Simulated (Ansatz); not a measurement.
One crystal and one scan (energy against volume) at two levels, PBE (plane waves to 420 eV, PAW, scalar-relativistic; Ansatz, a quantum-chemistry and plane-wave program) and PBEsol (plane waves to 420 eV, PAW, scalar-relativistic; Ansatz), each from its own relaxed cell and on its own mesh. The cell shown is that of PBE.

Zr3N4 (space group I-43d)

```xyz
14
Lattice="-3.3913 3.3913 3.3913 3.3913 -3.3913 3.3913 3.3913 3.3913 -3.3913" Properties=species:S:1:pos:R:3 pbc="T T T"
Zr     0.0000     5.0869     0.8478
Zr     0.0000     1.6956     2.5435
Zr     0.8478     0.0000     5.0869
Zr     2.5435     0.0000     1.6956
Zr     5.0869     0.8478     0.0000
Zr     1.6956     2.5435     0.0000
N      2.1499     2.1499     2.1499
N      0.4542    -0.4542     2.9371
N      1.2414     4.6327    -1.2414
N      2.9371     0.4542    -0.4542
N     -1.2414     1.2414     4.6327
N      0.4542     0.4542     0.4542
N      4.6327    -1.2414     1.2414
N     -0.4542     2.9371     0.4542
```

The volume is varied about the relaxed value V₀ at fixed cell shape. The atoms relax within the cell's symmetry.

Energies are smeared free energies. Zr3N4 is run without spin polarisation. Zr3N4 was relaxed with its symmetry unable to fall. Percentages come from the unrounded values. Both scans cover V/V₀ from 0.900 to 1.100.

```json
[
 {"quantity": "Lattice constant a (Å)", "PBE": "6.783", "PBEsol": "6.703", "PBE − PBEsol": "+0.080 (+1.2 %)"},
 {"quantity": "Band gap of the relaxed cell, no spin-orbit coupling (eV)", "PBE": "0.70", "PBEsol": "0.75", "PBE − PBEsol": "-0.05 (-7 %)"},
 {"quantity": "Pressure at the smallest volume (GPa)", "PBE": "29.9", "PBEsol": "34.6", "PBE − PBEsol": "-4.7 (-13 %)"},
 {"quantity": "Energy cost of the largest compression (meV/atom)", "PBE": "91.6", "PBEsol": "104.4", "PBE − PBEsol": "-12.8 (-12 %)"},
 {"quantity": "Energy cost of the largest expansion (meV/atom)", "PBE": "44.8", "PBEsol": "59.0", "PBE − PBEsol": "-14.2 (-24 %)"},
 {"quantity": "Bulk modulus B₀ (third-order Birch-Murnaghan fit) (GPa)", "PBE": "182.5", "PBEsol": "230.9", "PBE − PBEsol": "-48.4 (-21 %)"},
 {"quantity": "Pressure derivative B₀′ (fit)", "PBE": "9.3", "PBEsol": "7.4", "PBE − PBEsol": "+1.9 (+25 %)"},
 {"quantity": "Pressure for 5 % compression (fit) (GPa)", "PBE": "11.8", "PBEsol": "14.3", "PBE − PBEsol": "-2.5 (-17 %)"}
]
```

PBE gives the higher value for: lattice constant a; pressure derivative B₀′. PBE gives the lower value for: band gap of the relaxed cell, no spin-orbit coupling; pressure at the smallest volume; energy cost of the largest compression; energy cost of the largest expansion; bulk modulus B₀; pressure for 5 % compression.

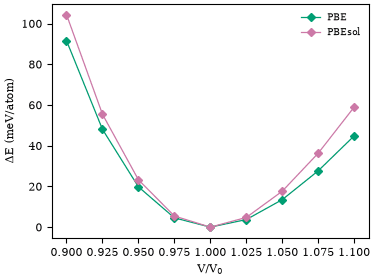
ΔE, each from the relaxed starting cell of its own level.

(A scan under strain: stresses follow from slopes of the energy per volume, elastic moduli from its curvatures.)
